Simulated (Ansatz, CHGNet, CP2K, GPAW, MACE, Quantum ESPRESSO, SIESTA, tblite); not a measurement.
# Running random packing of Sn (61 atoms) with Quantum ESPRESSO

Wanted: Quantum ESPRESSO inputs and outputs for random packing of Sn (61 atoms), checked against a plane-wave reference.

Main program and level: Quantum ESPRESSO 7.5; the method is named at each step.

## 1. The starting structure

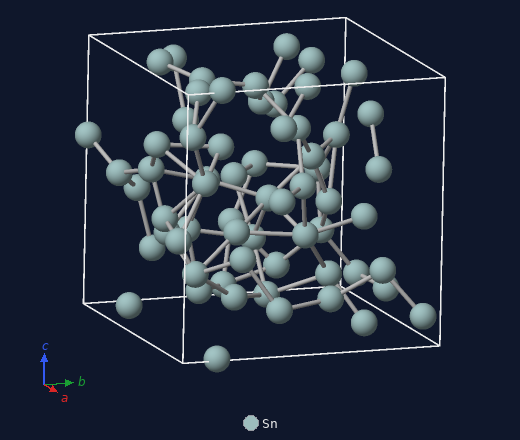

The starting structure, seen slightly off an axis (tin teal). Bonds to atoms that aren't drawn are left out. Some periodic images of atoms are drawn too.

The cell holds 61 atoms: 61 Sn. Its edges and angles: a = 11.914 Å, b = 11.914 Å, c = 11.914 Å, α = 90.0°, β = 90.0°, γ = 90.0°. 61 atoms (61 Sn) packed at random in a cube at 7.11 g/cm³ and pushed apart as soft spheres; a start for melting by ab initio MD, not an equilibrated structure. Then every atom was moved at random, 0.05 Å r.m.s. a Cartesian component.

The yardstick, on the same geometry:

* method: Kohn-Sham DFT, PBE, PAW, plane waves (Ansatz 0.2.0); cutoff 420 eV, Γ point, fermi-dirac smearing of 0.05 eV; PAW set soft_2
* r.m.s. force component: 1.178 eV/Å
* longest force: 4.322 eV/Å
* pressure: 15 GPa
* SCF cycles: 10
* time: 16 s on 8 threads of Arm Neoverse V2, shared host
* CPU time: 2 min

## 2. PBE, sssp-1.3.0-efficiency, 45/360 Ry

Method: Kohn-Sham DFT, PBE, SSSP efficiency 1.3.0 pseudopotentials, plane waves.

The input, pw.in:

```
&control
  calculation = 'scf'
  pseudo_dir = './pseudo'
  outdir = './tmp'
  disk_io = 'none'
  tprnfor = .true.
  tstress = .true.
/
&system
  ibrav = 0
  nat = 61
  ntyp = 1
  ecutwfc = 45
  ecutrho = 360
  nosym = .true.
  occupations = 'smearing'
  smearing = 'fd'
  degauss = 0.003675
/
&electrons
  conv_thr = 3.0e-07
  electron_maxstep = 100
  mixing_beta = 0.2
  mixing_mode = 'local-TF'
  diagonalization = 'david'
/
ATOMIC_SPECIES
Sn 118.710 Sn.upf
CELL_PARAMETERS angstrom
11.91370 0.00000 0.00000
0.00000 11.91370 0.00000
0.00000 0.00000 11.91370
ATOMIC_POSITIONS crystal
Sn 0.97595 0.14213 0.00187
Sn 0.44745 0.00268 0.09220
Sn 0.80622 0.54071 0.95317
Sn 0.26119 0.34622 0.08365
Sn 0.62367 0.57635 0.75416
Sn 0.31888 0.52911 0.28238
Sn 0.39769 0.31549 0.52987
Sn 0.18472 0.05704 0.52475
Sn 0.72881 0.14599 0.93788
Sn 0.45128 0.14327 0.35770
Sn 0.21844 0.83384 0.26901
Sn 0.33861 0.83954 0.65003
Sn 0.34195 0.90301 0.87515
Sn 0.11077 0.68463 0.72349
Sn 0.08604 0.50861 0.05738
Sn 0.60766 0.03602 0.72572
Sn 0.51563 0.24333 0.92950
Sn 0.00465 0.00351 0.62904
Sn 0.88753 0.06574 0.81207
Sn 0.93716 0.39976 0.83396
Sn 0.47857 0.68968 0.61095
Sn 0.60775 0.35335 0.37822
Sn 0.68377 0.81906 0.42426
Sn 0.03274 0.25076 0.19879
Sn 0.30720 0.15922 0.95767
Sn 0.11286 0.28736 0.92147
Sn 0.93241 0.79827 0.27956
Sn 0.30658 0.55659 0.78545
Sn 0.20601 0.98055 0.09585
Sn 0.48525 0.46280 0.89048
Sn 0.41031 0.09256 0.58611
Sn 0.63612 0.06128 0.45406
Sn 0.82613 0.63910 0.15987
Sn 0.66678 0.17244 0.24615
Sn 0.20169 0.30462 0.70804
Sn 0.87740 0.79645 0.64322
Sn 0.40826 0.78783 0.42082
Sn 0.86767 0.02542 0.42414
Sn 0.03502 0.85631 0.85820
Sn 0.95610 0.39123 0.56618
Sn 0.28008 0.28920 0.32029
Sn 0.43007 0.54405 0.09477
Sn 0.63405 0.84697 0.01421
Sn 0.19881 0.49841 0.48877
Sn 0.17856 0.83180 0.49017
Sn 0.04044 0.55343 0.27956
Sn 0.02690 0.18933 0.42554
Sn 0.21377 0.68816 0.95983
Sn 0.78808 0.15652 0.61189
Sn 0.84727 0.28544 0.33342
Sn 0.73542 0.81625 0.81728
Sn 0.05954 0.72533 0.10922
Sn 0.01034 0.65240 0.48144
Sn 0.77836 0.54097 0.57635
Sn 0.56341 0.73185 0.18900
Sn 0.87088 0.42299 0.14017
[... 1 atom lines left out ...]
Sn 0.66905 0.59664 0.36567
Sn 0.62572 0.27779 0.70515
Sn 0.56820 0.36423 0.12637
Sn 0.99079 0.93604 0.11260
K_POINTS gamma
```

Command:

```sh
$ OMP_NUM_THREADS=1 mpirun -np 4 pw.x -in pw.in > output.txt
```

Log:

```text
Program PWSCF
     gamma-point specific algorithms are used
     one sub-group per band group will be used
     scalapack distributed-memory algorithm (size of sub-group:  2*  2 procs)
     Parallelization info
     sticks:   dense  smooth     PW     G-vecs:    dense   smooth      PW
     Min        3622    1812    448               329077   116324   14467
     Max        3624    1814    452               329084   116326   14470
     Sum       14493    7253   1801              1316323   465301   57873
     bravais-lattice index     =            0
     lattice parameter (alat)  =      22.5136  a.u.
     unit-cell volume          =   11411.3383 (a.u.)^3
     number of atoms/cell      =           61
     number of atomic types    =            1
     number of electrons       =       854.00
     number of Kohn-Sham states=          512
     kinetic-energy cutoff     =      45.0000  Ry
     charge density cutoff     =     360.0000  Ry
     scf convergence threshold =      3.0E-07
     mixing beta               =       0.2000
     number of iterations used =            8  local-TF  mixing
     Exchange-correlation= SLA  PW   PBE  PBE
                           (   1   4   3   4   0   0   0)
     crystal axes: (cart. coord. in units of alat)
               a(1) = (   1.000000   0.000000   0.000000 )
               a(2) = (   0.000000   1.000000   0.000000 )
               a(3) = (   0.000000   0.000000   1.000000 )
     reciprocal axes: (cart. coord. in units 2 pi/alat)
               b(1) = (  1.000000  0.000000  0.000000 )
               b(2) = (  0.000000  1.000000  0.000000 )
               b(3) = (  0.000000  0.000000  1.000000 )
     PseudoPot. # 1 for Sn:
     Pseudo is Ultrasoft + core correction, Zval = 14.0
     atomic species   valence    mass     pseudopotential
     Sn               14.00   118.71000     Sn( 1.00)
     No symmetry found
   Cartesian axes
     number of k points=     1  Fermi-Dirac smearing, width (Ry)=  0.0037
                       cart. coord. in units 2pi/alat
        k(    1) = (   0.0000000   0.0000000   0.0000000), wk =   2.0000000
     Dense  grid:   658162 G-vectors     FFT dimensions: ( 135, 135, 135)
     Smooth grid:   232651 G-vectors     FFT dimensions: ( 100, 100, 100)
     Initial potential from superposition of free atoms
     starting charge     792.9972, renormalised to     854.0000
     Starting wfcs are  549 randomized atomic wfcs
     Self-consistent Calculation
     iteration #  1     ecut=    45.00 Ry     beta= 0.20
     total energy              =   -9975.14750885 Ry
     estimated scf accuracy    <      66.48214310 Ry
     iteration #  2     ecut=    45.00 Ry     beta= 0.20
     total energy              =   -9942.67410999 Ry
     estimated scf accuracy    <      48.15009260 Ry
     iteration #  3     ecut=    45.00 Ry     beta= 0.20
     total energy              =   -9954.82630150 Ry
     estimated scf accuracy    <       1.01309886 Ry
     iteration #  4     ecut=    45.00 Ry     beta= 0.20
     total energy              =   -9954.71515660 Ry
     estimated scf accuracy    <       0.61462385 Ry
     iteration #  5     ecut=    45.00 Ry     beta= 0.20
     total energy              =   -9954.65437339 Ry
     estimated scf accuracy    <       0.12254261 Ry
     iteration #  6     ecut=    45.00 Ry     beta= 0.20
     total energy              =   -9954.69050018 Ry
     estimated scf accuracy    <       0.00349514 Ry
     iteration #  7     ecut=    45.00 Ry     beta= 0.20
     total energy              =   -9954.68781740 Ry
     estimated scf accuracy    <       0.00509490 Ry
     iteration #  8     ecut=    45.00 Ry     beta= 0.20
     total energy              =   -9954.68937860 Ry
     estimated scf accuracy    <       0.00046899 Ry
     iteration #  9     ecut=    45.00 Ry     beta= 0.20
     total energy              =   -9954.68947406 Ry
     estimated scf accuracy    <       0.00002852 Ry
     iteration # 10     ecut=    45.00 Ry     beta= 0.20
     total energy              =   -9954.68945567 Ry
     estimated scf accuracy    <       0.00007381 Ry
     iteration # 11     ecut=    45.00 Ry     beta= 0.20
     total energy              =   -9954.68945068 Ry
     estimated scf accuracy    <       0.00001622 Ry
     iteration # 12     ecut=    45.00 Ry     beta= 0.20
     End of self-consistent calculation
          k = 0.0000 0.0000 0.0000 ( 28937 PWs)   bands (ev):
   -11.7836 -11.7823 -11.7742 -11.7446 -11.7067 -11.6579 -11.6128 -11.5744
   -11.5651 -11.5592 -11.5438 -11.5349 -11.5197 -11.5170 -11.5130 -11.5097
   -11.4899 -11.4786 -11.4757 -11.4718 -11.4691 -11.4579 -11.4532 -11.4462
   -11.4447 -11.4372 -11.4268 -11.4218 -11.4187 -11.4172 -11.4112 -11.4083
   -11.4066 -11.3990 -11.3929 -11.3873 -11.3815 -11.3780 -11.3753 -11.3707
   -11.3676 -11.3592 -11.3577 -11.3503 -11.3442 -11.3407 -11.3373 -11.3284
   -11.3237 -11.3185 -11.3149 -11.3133 -11.3053 -11.3020 -11.2975 -11.2934
   -11.2899 -11.2821 -11.2796 -11.2749 -11.2733 -11.2693 -11.2632 -11.2591
   -11.2560 -11.2528 -11.2486 -11.2407 -11.2381 -11.2347 -11.2325 -11.2266
   -11.2230 -11.2213 -11.2141 -11.2123 -11.2090 -11.2005 -11.1976 -11.1948
   -11.1932 -11.1900 -11.1864 -11.1847 -11.1812 -11.1792 -11.1774 -11.1743
   -11.1686 -11.1682 -11.1666 -11.1653 -11.1628 -11.1576 -11.1569 -11.1555
[...]
13.2545  13.2776  13.3633  13.4636  13.4691  13.5179  13.6222  13.7638
    13.7905  13.8135  13.9377  13.9717  14.0027  14.0563  14.0976  14.1541
    14.1615  14.2768  14.3233  14.3996  14.4551  14.4963  14.5896  14.6273
    14.6618  14.7270  14.8252  14.8458  14.8539  14.9014  14.9512  15.0182
    15.0881  15.1215  15.1623  15.2521  15.3069  15.3264  15.4020  15.4507
     the Fermi energy is    10.5916 ev
!    total energy              =   -9954.68945514 Ry
     estimated scf accuracy    <       0.00000028 Ry
     smearing contrib. (-TS)   =      -0.02301292 Ry
     internal energy E=F+TS    =   -9954.66644221 Ry
     The total energy is F=E-TS. E is the sum of the following terms:
     one-electron contribution =   -4106.77924687 Ry
     hartree contribution      =    2675.88819454 Ry
     xc contribution           =   -2906.89544355 Ry
     ewald contribution        =   -5616.87994633 Ry
     convergence has been achieved in  12 iterations
     Forces acting on atoms (cartesian axes, Ry/au):
     atom    1 type  1   force =    -0.03969356   -0.03577611    0.06648886
     atom    2 type  1   force =     0.03865520   -0.01614825    0.02778246
     atom    3 type  1   force =    -0.05882277    0.04542161   -0.06917326
     atom    4 type  1   force =     0.02934310    0.03688501    0.06120334
     atom    5 type  1   force =     0.05785061    0.03055557    0.00153676
     atom    6 type  1   force =    -0.05385740    0.03045092    0.03975364
     atom    7 type  1   force =     0.00343718    0.02038461    0.05175322
     atom    8 type  1   force =     0.08691388    0.04563977   -0.02798247
     atom    9 type  1   force =    -0.04120346    0.00860877    0.06541530
     atom   10 type  1   force =    -0.04889726   -0.02464884   -0.07949430
     atom   11 type  1   force =     0.02432516   -0.01481777   -0.01418465
     atom   12 type  1   force =    -0.06564721    0.08287982    0.07708012
[...]
atom   57 type  1   force =    -0.04417338   -0.01216908   -0.01152894
     atom   58 type  1   force =     0.05781566   -0.03010470   -0.03277298
     atom   59 type  1   force =    -0.04229226    0.08143120    0.01961780
     atom   60 type  1   force =     0.04876705   -0.00972691    0.02606420
     atom   61 type  1   force =    -0.08982670    0.08548419   -0.03999687
     Total force =     0.623418     Total SCF correction =     0.001742
     Computing stress (Cartesian axis) and pressure
          total   stress  (Ry/bohr**3)                   (kbar)     P=      148.69
   0.00099439  -0.00019657  -0.00017118          146.28      -28.92      -25.18
  -0.00019657   0.00099732   0.00000548          -28.92      146.71        0.81
  -0.00017118   0.00000548   0.00104052          -25.18        0.81      153.07
     Message from routine punch:
     Nothing written, as per user request (disk_io='none')
```

The job ended after 3.8 min (4 MPI ranks of Arm Neoverse V2, shared host; peak memory 4.9 GiB).

Banners, paths, timers and routine set-up lines are dropped from the logs unmarked, and long logs keep their key lines alone; longer cuts are marked.

Numbers from this run, and their distance from the reference:

```yaml
r_m_s_force_component: 1.185 eV/Å
r_m_s_difference_of_force_components: 7.378 meV/Å
longest_difference_of_force_vectors: 29.94 meV/Å
force_difference_over_r_m_s_force: 0.6264 %
slope_of_forces_against_the_reference_s: 1.006
correlation_of_force_components: 1
pressure: 14.87 GPa
pressure_difference: -0.1318 GPa
```

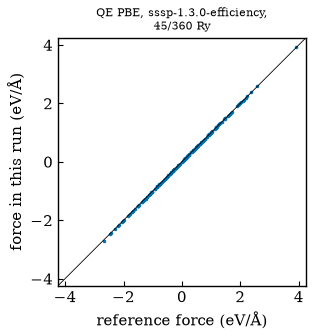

Force components against those of the reference; the line marks equality.

Local excerpt of 9 atoms (numbers count through the whole input) about Sn22, picked at random; x, y, z are measured from there.

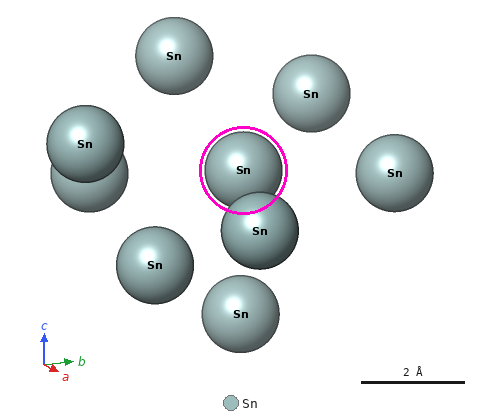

The atoms of the table, within 3.6 Å (arrows a, b, c point along x, y, z); some may hide others; the central atom is ringed.

| atom | x | y | z | distance (Å) | bonds | Fx | Fy | Fz (eV/Å) |
| --- | --- | --- | --- | --- | --- | --- | --- | --- |
| Sn22 | 0.00 | 0.00 | 0.00 | 0.00 | 5 | 0.08 | 0.12 | 0.85 |
| Sn34 | 0.70 | -2.16 | -1.57 | 2.76 | 5 | 0.41 | -2.06 | -2.70 |
| Sn57 | -1.56 | 2.07 | 1.03 | 2.79 | 5 | -1.14 | -0.31 | -0.30 |
| Sn58 | 0.73 | 2.90 | -0.15 | 2.99 | 5 | 1.49 | -0.77 | -0.84 |
| Sn50 | 2.85 | -0.81 | -0.53 | 3.01 | 5 | -1.32 | 1.65 | 0.91 |
| Sn60 | -0.47 | 0.13 | -3.00 | 3.04 | 4 | 1.25 | -0.25 | 0.67 |
| Sn7 | -2.50 | -0.45 | 1.81 | 3.12 | 4 | 0.09 | 0.52 | 1.33 |
| Sn10 | -1.86 | -2.50 | -0.24 | 3.13 | 5 | -1.26 | -0.63 | -2.04 |
| Sn32 | 0.34 | -3.48 | 0.90 | 3.61 | 5 | 0.33 | -2.03 | 1.04 |

Forces lie 0.63 % from the reference's, at 7.5 times its CPU time (on 4 against 8 cores).

## 3. PBE+D3(BJ), sssp-1.3.0-efficiency, 45/360 Ry

Method: Kohn-Sham DFT, PBE+D3(BJ), SSSP efficiency 1.3.0 pseudopotentials, plane waves.

pw.in: that of step 2 with these lines changed.

```diff
@@ -18,2 +18,5 @@
   degauss = 0.003675
+  vdw_corr = 'dft-d3'
+  dftd3_version = 4
+  dftd3_threebody = .false.
 /
```

Log:

```text
[banner, memory and clock lines left out]
Program PWSCF
     gamma-point specific algorithms are used
     one sub-group per band group will be used
     bravais-lattice index     =            0
     lattice parameter (alat)  =      22.5136  a.u.
     unit-cell volume          =   11411.3383 (a.u.)^3
     number of atoms/cell      =           61
     number of atomic types    =            1
     number of electrons       =       854.00
[... lines left out ...]
     scf convergence threshold =      3.0E-07
[... lines left out ...]
     number of k points=     1  Fermi-Dirac smearing, width (Ry)=  0.0037
[... lines left out ...]
     total energy              =   -9976.85209439 Ry
[... lines left out ...]
     total energy              =   -9944.37869553 Ry
[... lines left out ...]
     total energy              =   -9956.53088704 Ry
[... lines left out ...]
     total energy              =   -9956.39404120 Ry
[... lines left out ...]
     total energy              =   -9956.39403622 Ry
[... lines left out ...]
   -11.7836 -11.7823 -11.7742 -11.7446 -11.7067 -11.6579 -11.6128 -11.5744
   -11.5651 -11.5592 -11.5438 -11.5349 -11.5197 -11.5170 -11.5130 -11.5097
   -11.4899 -11.4786 -11.4757 -11.4718 -11.4691 -11.4579 -11.4532 -11.4462
[...]
14.6618  14.7270  14.8252  14.8458  14.8539  14.9014  14.9512  15.0182
    15.0881  15.1215  15.1623  15.2521  15.3069  15.3264  15.4020  15.4507
     the Fermi energy is    10.5916 ev
!    total energy              =   -9956.39404068 Ry
     estimated scf accuracy    <       0.00000028 Ry
     smearing contrib. (-TS)   =      -0.02301292 Ry
     internal energy E=F+TS    =   -9956.37102775 Ry
     The total energy is F=E-TS. E is the sum of the following terms:
     one-electron contribution =   -4106.77924687 Ry
     hartree contribution      =    2675.88819454 Ry
     xc contribution           =   -2906.89544355 Ry
     ewald contribution        =   -5616.87994633 Ry
     DFT-D3 Dispersion         =      -1.70458554 Ry
     convergence has been achieved in  12 iterations
     Forces acting on atoms (cartesian axes, Ry/au):
     atom    1 type  1   force =    -0.03979973   -0.03576003    0.06687101
     atom    2 type  1   force =     0.03526240   -0.01318034    0.02973727
     atom    3 type  1   force =    -0.05811033    0.04460920   -0.06892139
[...]
atom   60 type  1   force =     0.04885712   -0.00949048    0.02653767
     atom   61 type  1   force =    -0.08992551    0.08569155   -0.03962645
     Total force =     0.622004     Total SCF correction =     0.001742
     Computing stress (Cartesian axis) and pressure
          total   stress  (Ry/bohr**3)                   (kbar)     P=      126.56
   0.00084429  -0.00019794  -0.00017118          124.20      -29.12      -25.18
  -0.00019794   0.00084759   0.00000415          -29.12      124.68        0.61
  -0.00017118   0.00000415   0.00088907          -25.18        0.61      130.79
     Message from routine punch:
     Nothing written, as per user request (disk_io='none')
```

Run time: 3.9 min. Hardware: 4 MPI ranks; peak memory 4.9 GiB; 15 min of CPU time.

Compared with the plane-wave run:

```
r.m.s. force component                  : 1.182 eV/Å
r.m.s. difference of force components   : 19.48 meV/Å
longest difference of force vectors     : 122.9 meV/Å
force difference over r.m.s. force      : 1.654 %
slope of forces against the reference's : 1.004
correlation of force components         : 0.9999
pressure                                : 12.66 GPa
pressure difference                     : -2.345 GPa
```

Against the first run (0.63 %), the force difference from the reference is 1.7 %, at 1.0 times the CPU time; the model has changed, so this is no error of the program alone.

## 4. The ladder

Differences are against the plane-wave reference, forces as r.m.s. over components; share is that over the reference's r.m.s. force, slope the least-squares factor from reference forces to these. Total energies of different programs have different zeros and aren't compared.

| run | Δ force, r.m.s. (meV/Å) | share (%) | slope | Δ pressure (GPa) | cores | CPU time | memory (GiB) |
| --- | --- | --- | --- | --- | --- | --- | --- |
| reference | - | - | - | - | 8 | 2 min | 2.5 |
| QE PBE, sssp-1.3.0-efficiency, 45/360 Ry | 7.38 | 0.626 | 1.006 | -0.132 | 4 | 15 min | 4.9 |
| QE PBE+D3(BJ), sssp-1.3.0-efficiency, 45/360 Ry | 19.5 | 1.65 | 1.004 | -2.34 | 4 | 15 min | 4.9 |

CPU time is summed over cores on a shared host, where runs went side by side, so it is rough. Symmetry, cutoffs, thresholds, outputs and thread counts weren't matched or tuned between programs; memory under MPI is the largest rank's times the ranks.

## 5. Results

```yaml
nearest_in_forces: QE PBE, sssp-1.3.0-efficiency, 45/360 Ry, 0.63 %
its_cpu_time: 15 min
```

In words: PBE on plane waves or a grid with other potentials, cutoffs or grids differs from the reference by 0.63 % (QE PBE, sssp-1.3.0-efficiency, 45/360 Ry) of the r.m.s. force; this holds the reference's own error, so differences of a few per cent don't tell which side is nearer the exact PBE result (QE's 45 Ry are 612 eV, against the reference's 420 eV). Rows with another functional or a dispersion term differ by 1.7 % (QE PBE+D3(BJ), sssp-1.3.0-efficiency, 45/360 Ry), which mixes the change of model with differences of basis and potentials. None of the electronic-structure runs in the table takes under half the reference's CPU time of 2 min; they take 7.5 to 7.6 times as much. The reference's pressure of 15 GPa says that the cell would expand at this level of theory. The electronic-structure runs sample only Γ, in a cell whose shortest periodic width is 12 Å, which is coarse for a cell with partly filled levels.

[Also dropped from logs without a mark: logging warnings of Python, and SIESTA's first energy breakdown and zero terms.]

[Logs are printed without paths, hosts, clocks, repeated set-up lines and the standing remarks that a program may print on its own settings, such as how far it seeks lower states.]

[Hosts, paths, dates, database ids (printed as entryN), source tags and the programs' standing remarks are cut or masked in the printed files.]
